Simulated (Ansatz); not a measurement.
## Geometry relaxation of AlBH₅S (charge +1) (part 2 of 2)

AlBH₅S, charge +1; RKS BLYP-D4/def2-SVP (Ansatz 0.2.0). 

Geometry of the input (Å):
```
B  -1.3496  1.0857  -1.3209
Al -0.1003  0.6465  0.3086
S  0.8975  -1.8413  0.3697
H  -1.4330  0.3603  -2.1493
H  -1.8049  2.1377  -1.2494
H  0.6420  0.7827  1.7923
H  2.2995  -1.3790  0.6826
H  0.7423  -2.0451  1.6396
```

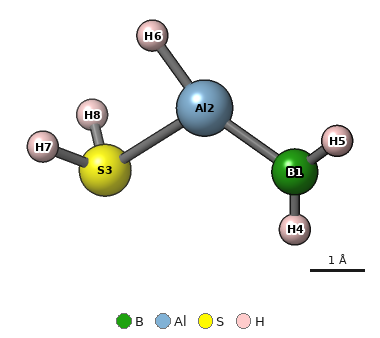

*The geometry at step 1 of the log (ball-and-stick view, seen at a tilt; atoms are numbered from 1 in the order of the input).*

The program's output, continued
```
relax step  49: F+E_penalty+E_count = -18175.19406070 eV  Δ(F+E_penalty+E_count) = -1.723e-3 eV  max|allowed force component| = 5.130e-2 eV/Å  Δτ_max = 0.0500 Å  (26 SCF iters, accepted)
relax step  50: F+E_penalty+E_count = -18175.19544426 eV  Δ(F+E_penalty+E_count) = -1.384e-3 eV  max|allowed force component| = 7.591e-2 eV/Å  Δτ_max = 0.0489 Å  (26 SCF iters, accepted)
relax step  51: F+E_penalty+E_count = -18175.19662655 eV  Δ(F+E_penalty+E_count) = -1.182e-3 eV  max|allowed force component| = 9.158e-2 eV/Å  Δτ_max = 0.0489 Å  (27 SCF iters, accepted)
relax step  52: F+E_penalty+E_count = -18175.19773772 eV  Δ(F+E_penalty+E_count) = -1.111e-3 eV  max|allowed force component| = 4.403e-2 eV/Å  Δτ_max = 0.0479 Å  (27 SCF iters, accepted)
relax step  53: F+E_penalty+E_count = -18175.19727132 eV  Δ(F+E_penalty+E_count) = +4.664e-4 eV  max|allowed force component| = 1.268e-1 eV/Å  Δτ_max = 0.0488 Å  (27 SCF iters, rejected (line search))
relax step  54: F+E_penalty+E_count = -18175.19822009 eV  Δ(F+E_penalty+E_count) = -4.824e-4 eV  max|allowed force component| = 2.428e-2 eV/Å  Δτ_max = 0.0244 Å  (27 SCF iters, accepted)
relax step  55: F+E_penalty+E_count = -18175.19858684 eV  Δ(F+E_penalty+E_count) = -3.668e-4 eV  max|allowed force component| = 1.004e-2 eV/Å  Δτ_max = 0.0245 Å  (27 SCF iters, accepted)
relax step  56: F+E_penalty+E_count = -18175.19882413 eV  Δ(F+E_penalty+E_count) = -2.373e-4 eV  max|allowed force component| = 2.452e-2 eV/Å  Δτ_max = 0.0366 Å  (27 SCF iters, accepted)
relax step  57: F+E_penalty+E_count = -18175.19902475 eV  Δ(F+E_penalty+E_count) = -2.006e-4 eV  max|allowed force component| = 5.363e-2 eV/Å  Δτ_max = 0.0486 Å  (25 SCF iters, accepted)
relax step  58: F+E_penalty+E_count = -18175.19914370 eV  Δ(F+E_penalty+E_count) = -1.190e-4 eV  max|allowed force component| = 2.300e-2 eV/Å  Δτ_max = 0.0100 Å  (27 SCF iters, accepted)
relax step  59: F+E_penalty+E_count = -18175.19914803 eV  Δ(F+E_penalty+E_count) = -4.327e-6 eV  max|allowed force component| = 2.085e-2 eV/Å  Δτ_max = 0.0034 Å  (22 SCF iters, accepted)
relax step  60: F+E_penalty+E_count = -18175.19915862 eV  Δ(F+E_penalty+E_count) = -1.060e-5 eV  max|allowed force component| = 1.430e-2 eV/Å  Δτ_max = 0.0036 Å  (22 SCF iters, accepted)
the calculation of the forces begins
reference -18174.96365926 eV, -667.9175950449 hartree; 19, 19 occupied and 56, 56 virtual orbitals, 842 factors
relax step  61: F+E_penalty+E_count = -18175.19918956 eV  Δ(F+E_penalty+E_count) = -3.093e-5 eV  max|allowed force component| = 4.667e-3 eV/Å  Δτ_max = 0.0061 Å  (21 SCF iters, accepted)
842 factors; their error is unknown
mean field evaluation 448: about -18174.9633 eV, gradient 9.6e-5 eV
mean field -18174.96331434 eV, -667.9175823693 hartree, gradient 2.0e-5 eV, S^2 0.000000; 1 other end points of the search recorded, 0 dependent functions left out
the calculation of the forces begins
reference -18174.96365926 eV, -667.9175950449 hartree; 19, 19 occupied and 56, 56 virtual orbitals, 842 factors
Total energy: -18175.19953448 eV, -667.9262632993 hartree
Atom 0 at    -0.998358     1.008265    -1.245775 Å, force     0.000068     0.000697    -0.004169 eV/Å
Atom 1 at    -0.053172     0.719028     0.639241 Å, force    -0.001692     0.001333    -0.001376 eV/Å
Atom 2 at     0.438877    -1.728738     0.982350 Å, force     0.004667    -0.000258    -0.000635 eV/Å
Atom 3 at    -0.337233     1.266044    -2.224884 Å, force    -0.002291    -0.000988     0.003736 eV/Å
Atom 4 at    -2.198764     0.899249    -1.341168 Å, force     0.002945    -0.000088     0.000431 eV/Å
Atom 5 at     0.465122     1.310406     2.006917 Å, force     0.000155    -0.000218     0.000805 eV/Å
Atom 6 at     0.880499    -2.107064    -0.257548 Å, force    -0.001915     0.001017     0.002129 eV/Å
Atom 7 at     1.696494    -1.619607     1.514063 Å, force    -0.001937    -0.001495    -0.000920 eV/Å
Dipole moment:     0.278442    -0.006535    -0.095856 e Å
```

Trajectory as extended XYZ (Å, eV, eV/Å), 13 of the 61 frames kept, from step=1 to step=61
```
8
Properties=species:S:1:pos:R:3:forces:R:3 step=1 energy=-18174.38128
B    -1.3496    1.0857   -1.3209    0.9248   0.8681   1.8680
Al   -0.1003    0.6465    0.3086    1.0352  -0.7319   1.7492
S     0.8975   -1.8413    0.3697    2.4936   0.9399  -1.7219
H    -1.4330    0.3603   -2.1493   -0.4424  -1.8858  -2.3148
H    -1.8049    2.1377   -1.2494   -0.8545   1.3186  -0.1447
H     0.6420    0.7827    1.7923   -0.5416   0.4481  -0.8275
H     2.2995   -1.3790    0.6826   -2.0870  -0.6519  -0.6813
H     0.7423   -2.0451    1.6396   -0.5280  -0.3051   2.0729
8
Properties=species:S:1:pos:R:3:forces:R:3 step=6 energy=-18175.05487
B    -1.2833    1.0784   -1.2703    0.0015  -0.0343   0.0275
Al   -0.0346    0.5425    0.4141    0.0127  -0.0028   0.0215
S     0.9616   -1.8281    0.3185   -0.0051   0.0267   0.0020
H    -1.4423    0.3171   -2.1933    0.0213   0.0007   0.0049
H    -1.8262    2.1579   -1.2499    0.0226  -0.0150   0.0089
H     0.5854    0.9709    1.8021   -0.0355   0.0882  -0.0079
H     2.2354   -1.4093    0.6113   -0.0144  -0.0247  -0.0319
H     0.6974   -2.0818    1.6405   -0.0031  -0.0389  -0.0252
8
Properties=species:S:1:pos:R:3:forces:R:3 step=11 energy=-18175.06897
B    -1.2516    1.0549   -1.2401    0.0192   0.0228  -0.0594
Al   -0.0351    0.6081    0.4855   -0.0259  -0.0056  -0.0097
S     0.8583   -1.7998    0.3085    0.0292   0.0200   0.0283
H    -1.2696    0.2922   -2.1796   -0.0057   0.0454   0.0452
H    -1.8926    2.0804   -1.2536    0.0036  -0.0595   0.0132
H     0.5782    1.1055    1.8530    0.0086  -0.0070  -0.0070
H     2.1821   -1.4711    0.4651   -0.0355  -0.0153  -0.0099
H     0.7237   -2.1226    1.6343    0.0065  -0.0008  -0.0008
8
Properties=species:S:1:pos:R:3:forces:R:3 step=16 energy=-18175.08418
B    -1.2296    1.0605   -1.2504   -0.0393   0.0150  -0.0616
Al   -0.0257    0.6087    0.4761   -0.0019  -0.0018  -0.0016
S     0.7797   -1.8308    0.3718    0.0006  -0.0003   0.0660
H    -1.1009    0.4252   -2.2742    0.0111   0.0750   0.0689
H    -2.0356    1.9618   -1.1718    0.0363  -0.0901  -0.0078
H     0.6136    1.1222    1.8252    0.0115   0.0006  -0.0062
H     2.1175   -1.5251    0.3737   -0.0228  -0.0100  -0.0132
H     0.7745   -2.0748    1.7228    0.0045   0.0116  -0.0446
8
Properties=species:S:1:pos:R:3:forces:R:3 step=21 energy=-18175.10747
B    -1.2174    1.0507   -1.2454    0.0284   0.0775  -0.0596
Al   -0.0131    0.6197    0.4766   -0.0046  -0.0067   0.0265
S     0.6987   -1.8452    0.4262    0.0176   0.0081   0.0125
H    -0.9307    0.5854   -2.3260   -0.0078   0.0301   0.0543
H    -2.1653    1.7945   -1.1273    0.0020  -0.0947   0.0023
H     0.6729    1.1489    1.7982    0.0019   0.0003  -0.0284
H     2.0387   -1.5771    0.2911   -0.0432  -0.0198  -0.0109
H     0.8095   -2.0294    1.7799    0.0056   0.0052   0.0033
8
Properties=species:S:1:pos:R:3:forces:R:3 step=26 energy=-18175.13364
B    -1.1883    1.0540   -1.2421   -0.0099  -0.0067  -0.0006
Al    0.0099    0.6442    0.4810   -0.0048   0.0092  -0.0155
S     0.6183   -1.8470    0.4724    0.0333   0.0199   0.0474
H    -0.7920    0.7565   -2.3456    0.0115   0.0407   0.0151
H    -2.2691    1.5795   -1.1034    0.0131  -0.0461  -0.0064
H     0.7265    1.1829    1.7798    0.0108   0.0000  -0.0001
H     1.9508   -1.6397    0.2109   -0.0549  -0.0207  -0.0051
H     0.8374   -1.9828    1.8202    0.0008   0.0039  -0.0348
8
Properties=species:S:1:pos:R:3:forces:R:3 step=31 energy=-18175.15415
B    -1.1632    1.0481   -1.2382   -0.0407   0.0087  -0.0412
Al    0.0284    0.6705    0.4885   -0.0024   0.0089  -0.0012
S     0.5396   -1.8377    0.5330    0.0338   0.0017   0.0242
H    -0.6838    0.9445   -2.3460   -0.0129   0.0262   0.0502
H    -2.3287    1.3566   -1.1114    0.0701  -0.0436  -0.0055
H     0.7645    1.2185    1.7727    0.0015  -0.0009  -0.0019
H     1.8435   -1.7157    0.1202   -0.0491  -0.0107  -0.0001
H     0.8932   -1.9372    1.8544   -0.0002   0.0097  -0.0244
8
Properties=species:S:1:pos:R:3:forces:R:3 step=36 energy=-18175.16776
B    -1.1272    1.0443   -1.2438    0.0001  -0.0112  -0.0099
Al    0.0352    0.6922    0.5046   -0.0007  -0.0054   0.0042
S     0.4589   -1.8265    0.6277    0.1083   0.0107   0.0445
H    -0.6015    1.1252   -2.3299   -0.0019   0.0082   0.0097
H    -2.3290    1.1447   -1.1478    0.0143  -0.0034  -0.0010
H     0.7535    1.2495    1.7945   -0.0060   0.0006   0.0025
H     1.6767   -1.8126   -0.0100   -0.0880  -0.0076   0.0279
H     1.0268   -1.8694    1.8779   -0.0260   0.0083  -0.0779
8
Properties=species:S:1:pos:R:3:forces:R:3 step=41 energy=-18175.17767
B    -1.0889    1.0337   -1.2497    0.0041   0.0042  -0.0054
Al    0.0187    0.7002    0.5375   -0.0026  -0.0056   0.0133
S     0.4206   -1.8045    0.7285    0.1484  -0.0033  -0.0196
H    -0.5349    1.1664   -2.3158    0.0025  -0.0010   0.0049
H    -2.2963    1.0785   -1.1894    0.0044  -0.0032  -0.0033
H     0.6726    1.2706    1.8555   -0.0082   0.0026  -0.0001
H     1.4847   -1.8898   -0.1407   -0.1191  -0.0020   0.0832
H     1.2170   -1.8076    1.8473   -0.0296   0.0083  -0.0729
8
Properties=species:S:1:pos:R:3:forces:R:3 step=46 energy=-18175.18850
B    -1.0551    1.0205   -1.2514    0.0013   0.0426   0.0081
Al   -0.0084    0.7038    0.5760   -0.0089  -0.0119  -0.0097
S     0.4151   -1.7810    0.8227    0.0800   0.0020   0.0161
H    -0.4641    1.1744   -2.2945    0.0040  -0.0135   0.0025
H    -2.2644    1.0501   -1.2350    0.0058  -0.0179  -0.0064
H     0.5800    1.2855    1.9195   -0.0054  -0.0009   0.0016
H     1.2776   -1.9711   -0.2276   -0.0471   0.0044   0.0367
H     1.4128   -1.7347    1.7635   -0.0298  -0.0048  -0.0488
8
Properties=species:S:1:pos:R:3:forces:R:3 step=51 energy=-18175.19663
B    -1.0207    1.0147   -1.2489   -0.0047   0.0026  -0.0030
Al   -0.0370    0.7114    0.6149   -0.0075  -0.0060  -0.0069
S     0.4267   -1.7510    0.9174    0.0916  -0.0049  -0.0197
H    -0.3880    1.1913   -2.2638    0.0022   0.0020   0.0073
H    -2.2294    0.9965   -1.2884    0.0066  -0.0040  -0.0040
H     0.4960    1.2950    1.9796    0.0030   0.0040   0.0071
H     1.0503   -2.0478   -0.2688   -0.0387   0.0118   0.0604
H     1.5956   -1.6625    1.6311   -0.0526  -0.0055  -0.0412
8
Properties=species:S:1:pos:R:3:forces:R:3 step=56 energy=-18175.19882
B    -1.0049    1.0101   -1.2454    0.0017   0.0023  -0.0024
Al   -0.0497    0.7157    0.6341   -0.0117   0.0029  -0.0166
S     0.4345   -1.7363    0.9629    0.0245   0.0046   0.0125
H    -0.3481    1.2426   -2.2338   -0.0041  -0.0001   0.0043
H    -2.2087    0.9295   -1.3270    0.0063  -0.0013  -0.0006
H     0.4733    1.3063    2.0003    0.0016  -0.0058   0.0030
H     0.9274   -2.0976   -0.2632   -0.0072   0.0115   0.0090
H     1.6697   -1.6227    1.5453   -0.0112  -0.0141  -0.0094
8
Properties=species:S:1:pos:R:3:forces:R:3 step=61 energy=-18175.19919
B    -0.9984    1.0083   -1.2458    0.0001   0.0007  -0.0042
Al   -0.0532    0.7190    0.6392   -0.0017   0.0013  -0.0014
S     0.4389   -1.7287    0.9823    0.0047  -0.0003  -0.0006
H    -0.3372    1.2660   -2.2249   -0.0023  -0.0010   0.0037
H    -2.1988    0.8992   -1.3412    0.0029  -0.0001   0.0004
H     0.4651    1.3104    2.0069    0.0002  -0.0002   0.0008
H     0.8805   -2.1071   -0.2575   -0.0019   0.0010   0.0021
H     1.6965   -1.6196    1.5141   -0.0019  -0.0015  -0.0009
```

Summary

```json
{"quantity": "outcome", "value": "converged"}
{"quantity": "total energy", "value": "−18175.1995 eV"}
{"quantity": "mean-field energy", "value": "−18174.9637 eV"}
{"quantity": "dispersion energy", "value": "−0.2359 eV"}
{"quantity": "SCF solution under orbital rotations", "value": "stable"}
{"quantity": "largest force (length of the vector) at the end", "value": "0.005 eV/Å"}
{"quantity": "hardware", "value": "2 threads of Arm Neoverse N1, 15 GiB of memory available, shared host"}
{"quantity": "wall time", "value": "1.8 min (CPU time 3.5 min)"}
{"quantity": "peak memory", "value": "0.14 GiB"}
```
